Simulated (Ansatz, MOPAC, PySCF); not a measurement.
Bond stretch in H2, singlet.

UCCSD(T) = CCSD(T) on UHF/aug-cc-pVDZ, frozen core (Ansatz, a quantum-chemistry and plane-wave program); RKS-B3LYP/6-31G* = restricted B3LYP/6-31G*, spherical d (PySCF); RKS-PBE0 = restricted PBE0/aug-cc-pVDZ (Ansatz); UKS-BP86/6-31G* = unrestricted BP86/6-31G*, spherical d (PySCF); AM1, restricted, heats of formation (MOPAC).

Energies are in eV, each relative to the lowest point of its own curve near equilibrium.

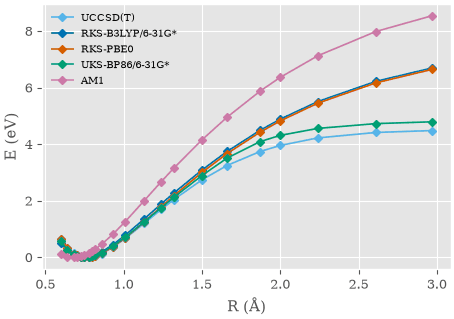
Figure: Energy against bond length for each method.

```json
[
 {"R / Å": "0.60", "UCCSD(T)": "0.661", "RKS-B3LYP/6-31G*": "0.522", "RKS-PBE0": "0.659", "UKS-BP86/6-31G*": "0.565", "AM1": "0.113"},
 {"R / Å": "0.64", "UCCSD(T)": "0.338", "RKS-B3LYP/6-31G*": "0.245", "RKS-PBE0": "0.337", "UKS-BP86/6-31G*": "0.276", "AM1": "0.024"},
 {"R / Å": "0.68", "UCCSD(T)": "0.137", "RKS-B3LYP/6-31G*": "0.082", "RKS-PBE0": "0.136", "UKS-BP86/6-31G*": "0.103", "AM1": "0.000"},
 {"R / Å": "0.70", "UCCSD(T)": "0.074", "RKS-B3LYP/6-31G*": "0.036", "RKS-PBE0": "0.073", "UKS-BP86/6-31G*": "0.050", "AM1": "0.009"},
 {"R / Å": "0.73", "UCCSD(T)": "0.016", "RKS-B3LYP/6-31G*": "0.002", "RKS-PBE0": "0.016", "UKS-BP86/6-31G*": "0.008", "AM1": "0.046"},
 {"R / Å": "0.75", "UCCSD(T)": "0.000", "RKS-B3LYP/6-31G*": "0.000", "RKS-PBE0": "0.000", "UKS-BP86/6-31G*": "0.000", "AM1": "0.086"},
 {"R / Å": "0.78", "UCCSD(T)": "0.003", "RKS-B3LYP/6-31G*": "0.023", "RKS-PBE0": "0.004", "UKS-BP86/6-31G*": "0.014", "AM1": "0.164"},
 {"R / Å": "0.80", "UCCSD(T)": "0.021", "RKS-B3LYP/6-31G*": "0.052", "RKS-PBE0": "0.023", "UKS-BP86/6-31G*": "0.038", "AM1": "0.227"},
 {"R / Å": "0.82", "UCCSD(T)": "0.050", "RKS-B3LYP/6-31G*": "0.092", "RKS-PBE0": "0.052", "UKS-BP86/6-31G*": "0.072", "AM1": "0.299"},
 {"R / Å": "0.86", "UCCSD(T)": "0.136", "RKS-B3LYP/6-31G*": "0.198", "RKS-PBE0": "0.140", "UKS-BP86/6-31G*": "0.166", "AM1": "0.465"},
 {"R / Å": "0.93", "UCCSD(T)": "0.353", "RKS-B3LYP/6-31G*": "0.443", "RKS-PBE0": "0.363", "UKS-BP86/6-31G*": "0.392", "AM1": "0.810"},
 {"R / Å": "1.01", "UCCSD(T)": "0.667", "RKS-B3LYP/6-31G*": "0.784", "RKS-PBE0": "0.689", "UKS-BP86/6-31G*": "0.711", "AM1": "1.264"},
 {"R / Å": "1.13", "UCCSD(T)": "1.199", "RKS-B3LYP/6-31G*": "1.353", "RKS-PBE0": "1.250", "UKS-BP86/6-31G*": "1.248", "AM1": "1.998"},
 {"R / Å": "1.24", "UCCSD(T)": "1.695", "RKS-B3LYP/6-31G*": "1.890", "RKS-PBE0": "1.788", "UKS-BP86/6-31G*": "1.757", "AM1": "2.676"},
 {"R / Å": "1.32", "UCCSD(T)": "2.042", "RKS-B3LYP/6-31G*": "2.274", "RKS-PBE0": "2.176", "UKS-BP86/6-31G*": "2.121", "AM1": "3.154"},
 {"R / Å": "1.50", "UCCSD(T)": "2.742", "RKS-B3LYP/6-31G*": "3.090", "RKS-PBE0": "3.004", "UKS-BP86/6-31G*": "2.894", "AM1": "4.155"},
 {"R / Å": "1.66", "UCCSD(T)": "3.248", "RKS-B3LYP/6-31G*": "3.744", "RKS-PBE0": "3.668", "UKS-BP86/6-31G*": "3.509", "AM1": "4.954"},
 {"R / Å": "1.87", "UCCSD(T)": "3.741", "RKS-B3LYP/6-31G*": "4.489", "RKS-PBE0": "4.423", "UKS-BP86/6-31G*": "4.091", "AM1": "5.873"},
 {"R / Å": "2.00", "UCCSD(T)": "3.958", "RKS-B3LYP/6-31G*": "4.888", "RKS-PBE0": "4.826", "UKS-BP86/6-31G*": "4.314", "AM1": "6.366"},
 {"R / Å": "2.24", "UCCSD(T)": "4.224", "RKS-B3LYP/6-31G*": "5.510", "RKS-PBE0": "5.453", "UKS-BP86/6-31G*": "4.560", "AM1": "7.129"},
 {"R / Å": "2.61", "UCCSD(T)": "4.416", "RKS-B3LYP/6-31G*": "6.223", "RKS-PBE0": "6.170", "UKS-BP86/6-31G*": "4.729", "AM1": "7.985"},
 {"R / Å": "2.97", "UCCSD(T)": "4.484", "RKS-B3LYP/6-31G*": "6.699", "RKS-PBE0": "6.648", "UKS-BP86/6-31G*": "4.793", "AM1": "8.545"}
]
```

At the longest distance, 2.97 Å, AM1 lies highest above its minimum (8.545 eV) and UCCSD(T) lowest (4.484 eV).

The unrestricted determinant behind UCCSD(T) is spin-contaminated at 1.24 to 2.97 Å (<S²> up to 1.0, against 0.00 for a pure singlet). With two correlated electrons CCSD is exact in the basis where it finds the lowest root (UCCSD(T)). The restricted form behind RKS-B3LYP/6-31G*, RKS-PBE0, AM1 keeps the bonding electrons paired and can't separate into open-shell fragments. The unrestricted determinant behind UKS-BP86/6-31G* is spin-contaminated at 1.87 to 2.97 Å (<S²> up to 1.0, against 0.00 for a pure singlet).
